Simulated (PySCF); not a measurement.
**One shape, several levels: CH7ClOSi2 (SMILES C[Si](O)([SiH3])Cl)**

Wanted: a comparison of 6 runs (HF/STO-3G, HF/6-31+G*, B3LYP/6-31G*, PBE0/def2-SVP, B2PLYP/def2-SVPD, MP2/def2-SVP) of CH7ClOSi2. The job is set up through a Python script.

Program for the calculation: PySCF 2.14.0.

## Step 1: The molecule

CH7ClOSi2 has 12 atoms, charge 0, and is taken as a singlet. SMILES: `C[Si](O)([SiH3])Cl`. The shape is that of a PBE0-D4/def2-TZVP optimisation. This is one conformer, not always the lowest.

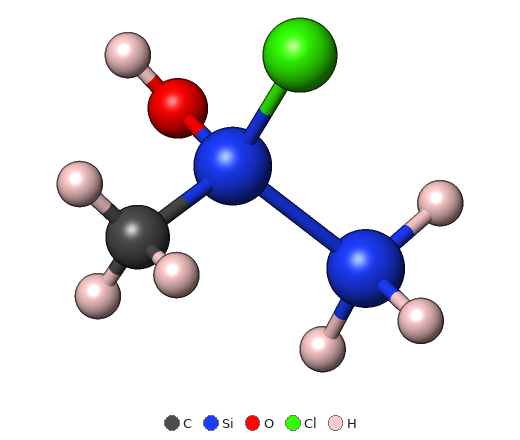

Viewed from a chosen angle; carbon dark grey, silicon blue, oxygen red, chlorine green, hydrogen pink.

## Step 2: Energy and gradient at HF/STO-3G (run 1)

calc.py

```python
# C[Si](O)([SiH3])Cl
from pyscf import gto, scf

mol = gto.M(
    atom='''
C     -1.213100     1.191500    -0.342300
Si     0.424000     0.319900    -0.219600
O      1.028200    -0.081400    -1.693200
Si     0.391600    -1.651700     1.036600
Cl     1.724400     1.644500     0.712000
H     -1.591900     1.439800     0.651700
H     -1.114300     2.122000    -0.907900
H     -1.945600     0.555100    -0.845300
H      1.239000     0.625000    -2.307000
H     -0.513500    -2.653900     0.410900
H     -0.112400    -1.346700     2.402900
H      1.760700    -2.219500     1.135200
''',
    verbose=3,
    max_memory=1860,
    charge=0,
    spin=0,
    basis='sto-3g',
)

mf = scf.RHF(mol)
mf.conv_tol = 1e-10
mf.kernel()
if not mf.converged:
    mf = mf.newton().run(mf.mo_coeff, mf.mo_occ)

e_final = mf.e_tot
print('E(%s) = %.9f' % ('HF', e_final))
grad = mf.nuc_grad_method().kernel()
mf.analyze()
```

Started as:

```console
$ OMP_NUM_THREADS=1 python calc.py
```

Standard output:

```text
converged SCF energy = -1141.21774761045
[... 13 lines left out ...]
MO #4   energy= -20.2044614587444  occ= 2
[... 7 lines left out ...]
MO #12  energy= -4.06815489186982  occ= 2
[... 7 lines left out ...]
MO #20  energy= -0.919715451512247 occ= 2
[... 7 lines left out ...]
MO #28  energy= -0.429796591117788 occ= 2
[... 7 lines left out ...]
MO #36  energy= 0.44763200430891   occ= 0
[... 7 lines left out ...]
MO #44  energy= 0.750974896780979  occ= 0
[... 13 lines left out ...]
Dipole moment(X, Y, Z, Debye): -2.24746, -0.96547, -1.20057
```

It took 5.1 s on 1 thread of Intel Xeon at 2.50GHz (Skylake/Cascade Lake), shared host; peak memory 0.12 GiB.

## Step 3: Energy and gradient at HF/6-31+G(d) (spherical functions) (run 2)

run.py

```python
import pyscf.grad
from pyscf import gto

molecule = gto.M(
    atom='''
C     -1.213100     1.191500    -0.342300
Si     0.424000     0.319900    -0.219600
O      1.028200    -0.081400    -1.693200
Si     0.391600    -1.651700     1.036600
Cl     1.724400     1.644500     0.712000
H     -1.591900     1.439800     0.651700
H     -1.114300     2.122000    -0.907900
H     -1.945600     0.555100    -0.845300
H      1.239000     0.625000    -2.307000
H     -0.513500    -2.653900     0.410900
H     -0.112400    -1.346700     2.402900
H      1.760700    -2.219500     1.135200
''',
    charge=0,
    max_memory=1860,
    basis='6-31+g*',
    verbose=4,
)

mf = molecule.RHF()
mf.conv_tol = 1e-10
mf.kernel()
if not mf.converged:
    mf = mf.newton().run(mf.mo_coeff, mf.mo_occ)

etot = mf.e_tot
print('E = %.10f Eh' % etot)
grad = mf.Gradients().kernel()
mf.analyze()
```

Started as:

```console
$ OMP_NUM_THREADS=1 python run.py
```

Standard output:

```text
PySCF version 2.14.0

[... 100 lines left out ...]
MO #11  energy= -6.12316696468026  occ= 2
[... 20 lines left out ...]
MO #32  energy= -0.45768485835878  occ= 2
[... 20 lines left out ...]
MO #53  energy= 0.248244540799694  occ= 0
[... 20 lines left out ...]
MO #74  energy= 0.747954521750209  occ= 0
[... 20 lines left out ...]
MO #95  energy= 1.29107972244544   occ= 0
[... 20 lines left out ...]
MO #116 energy= 3.00864779360016   occ= 0
[... 131 lines left out ...]
Dipole moment(X, Y, Z, Debye): -1.74951,  0.52232, -1.25248
```

Run time: 75 s. Hardware: 1 thread of Intel Xeon at 2.50GHz (Skylake/Cascade Lake), shared host; peak memory 0.29 GiB.

## Step 4: Energy and gradient at B3LYP/6-31G(d) (spherical functions) (run 3)

calc.py

```python
from pyscf import gto, dft

mol = gto.M(
    atom='''
C       -1.213100       1.191500      -0.342300
Si       0.424000       0.319900      -0.219600
O        1.028200      -0.081400      -1.693200
Si       0.391600      -1.651700       1.036600
Cl       1.724400       1.644500       0.712000
H       -1.591900       1.439800       0.651700
H       -1.114300       2.122000      -0.907900
H       -1.945600       0.555100      -0.845300
H        1.239000       0.625000      -2.307000
H       -0.513500      -2.653900       0.410900
H       -0.112400      -1.346700       2.402900
H        1.760700      -2.219500       1.135200
''',
    basis='6-31g*',
    max_memory=1860,
    verbose=4,
    spin=0,
    charge=0,
)

mf = dft.RKS(mol)
mf.xc = 'b3lyp'
mf.grids.level = 5
mf.conv_tol = 1e-10
mf.kernel()
if not mf.converged:
    mf = mf.newton().run(mf.mo_coeff, mf.mo_occ)

e_tot = mf.e_tot
print(f'total energy: {e_tot:.8f} hartree')
grad = mf.nuc_grad_method().kernel()
mf.analyze()
```

Started as:

```console
$ OMP_NUM_THREADS=1 python calc.py
```

Standard output:

```text
PySCF version 2.14.0

[... 110 lines left out ...]
MO #6   energy= -9.44278306935326  occ= 2
[... 17 lines left out ...]
MO #24  energy= -0.425676331982701 occ= 2
[... 17 lines left out ...]
MO #42  energy= 0.144379203505346  occ= 0
[... 17 lines left out ...]
MO #60  energy= 0.624149257165709  occ= 0
[... 17 lines left out ...]
MO #78  energy= 1.0601375357959    occ= 0
[... 17 lines left out ...]
MO #96  energy= 2.60177892819238   occ= 0
[... 111 lines left out ...]
Dipole moment(X, Y, Z, Debye): -1.64228,  0.54988, -1.40095
```

Wall time 1.8 min (1 thread of Intel Xeon at 2.50GHz (Skylake/Cascade Lake), shared host); peak memory 0.95 GiB.

Runs 4 to 5 aren't shown in full; the table further down has their settings and results.

## Step 5: Energy and forces at MP2/def2-SVP (run 6)

run.py

```python
import pyscf.grad
from pyscf import gto, mp

molecule = gto.M(
    atom=[
    ('C', (-1.213100, 1.191500, -0.342300)),
    ('Si', (0.424000, 0.319900, -0.219600)),
    ('O', (1.028200, -0.081400, -1.693200)),
    ('Si', (0.391600, -1.651700, 1.036600)),
    ('Cl', (1.724400, 1.644500, 0.712000)),
    ('H', (-1.591900, 1.439800, 0.651700)),
    ('H', (-1.114300, 2.122000, -0.907900)),
    ('H', (-1.945600, 0.555100, -0.845300)),
    ('H', (1.239000, 0.625000, -2.307000)),
    ('H', (-0.513500, -2.653900, 0.410900)),
    ('H', (-0.112400, -1.346700, 2.402900)),
    ('H', (1.760700, -2.219500, 1.135200)),
],
    max_memory=1860,
    verbose=4,
    spin=0,
    basis='def2-svp',
)

mf = molecule.RHF()
mf.conv_tol = 1e-10
mf.kernel()
if not mf.converged:
    mf = mf.newton().run(mf.mo_coeff, mf.mo_occ)

pt = mp.MP2(mf, frozen=17).run()
e_final = pt.e_tot
print('Final energy', e_final)
grad = pt.Gradients().kernel()
dip = mf.dip_moment()
pop, q = mf.mulliken_pop()
```

Started as:

```console
$ OMP_NUM_THREADS=1 python run.py
```

Standard output:

```text
PySCF version 2.14.0

[... 68 lines left out ...]
converged SCF energy = -1153.86315567951
[... 8 lines left out ...]
Final energy -1154.5226034553073
[... 8 lines left out ...]
Dipole moment(X, Y, Z, Debye): -1.50564,  0.73203, -1.29938
[... 130 lines left out ...]
charge of   11H =     -0.11653
```

Run time: 52 s. Hardware: 1 thread of Intel Xeon at 2.50GHz (Skylake/Cascade Lake), shared host; peak memory 1.1 GiB.

## Step 6: Overview of the runs

| run | level | integration grid | task | energy (Eh) | dipole moment (D) of the reference | HOMO energy (eV) | LUMO energy (eV) | wall time |
| --- | --- | --- | --- | --- | --- | --- | --- | --- |
| 1 | HF/STO-3G | – | gradient | -1141.217748 | 2.72 | -8.71 | 9.23 | 5.1 s |
| 2 | HF/6-31+G* (spherical functions) | – | gradient | -1154.224873 | 2.21 | -10.84 | 1.32 | 75 s |
| 3 | B3LYP/6-31G* (spherical functions) | 5 | gradient | -1156.819340 | 2.23 | -7.61 | 0.27 | 1.8 min |
| 4 | PBE0/def2-SVP | 5 | gradient | -1155.888132 | 2.06 | -7.84 | 0.39 | 1.8 min |
| 5 | B2PLYP/def2-SVPD | 5 | energy | -1155.927864 | 1.99 | -9.03 | 0.72 | 97 s |
| 6 | MP2/def2-SVP | – | gradient | -1154.522603 | 2.12 | -10.72 | 3.81 | 52 s |

## Step 7: Outcome

| quantity | value |
| --- | --- |
| run 6: total energy | -1154.52260 Eh |
| run 6: dipole moment (Hartree–Fock density) | 2.12 D |
| run 6: HOMO energy (Hartree–Fock orbitals) | -10.72 eV |
| run 6: LUMO energy (Hartree–Fock orbitals) | 3.81 eV |
| run 6: HOMO–LUMO gap (Hartree–Fock orbitals) | 14.53 eV |
| run 6: correlation energy (17 core orbitals frozen) | -659.4 mEh |
| run 6: largest force on an atom | 0.811 eV/Å |

**Reading.** Over runs 1, 2, 3, 4, 5 the dipole moment (its size) runs from 1.99 D (B2PLYP/def2-SVPD) to 2.72 D (HF/STO-3G). The two ends differ in method and basis. A double hybrid's value is that of its SCF part. Over runs 1, 2, 3, 4, 5 the HOMO–LUMO gap runs from 7.88 eV (B3LYP/6-31G*) to 17.94 eV (HF/STO-3G). Totals of different functionals can't be ranked against each other. In run 1 the basis is minimal, so the values are rough. All runs together took 7.4 min, the longest 1.8 min.
